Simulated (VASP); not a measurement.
Band structure of CsPbCl$_{3}$ (cubic perovskite). All values below come from PBE GGA with D3 dispersion (Becke-Johnson damping), VASP's PBE PAW potentials (set 64) (plane waves; VASP).

Unless said otherwise, spin-orbit coupling is left out, though it shifts the bands of the heavy elements here.

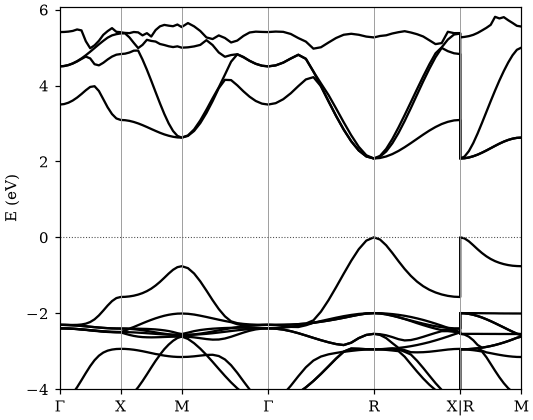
Figure. Bands along high-symmetry lines, zero at the valence-band maximum or, without a gap, the Fermi level

### Question
Read the plot: is there a gap, and where are the band edges?

### Answer
The gap is direct, 2.08 eV, from the valence maximum at R to the conduction minimum at R. (Edges off the drawn lines would not show.)

The compound is CsPbCl3 in the cubic perovskite structure, the ideal cubic form; the compound distorts at low or room temperature. It was relaxed first.
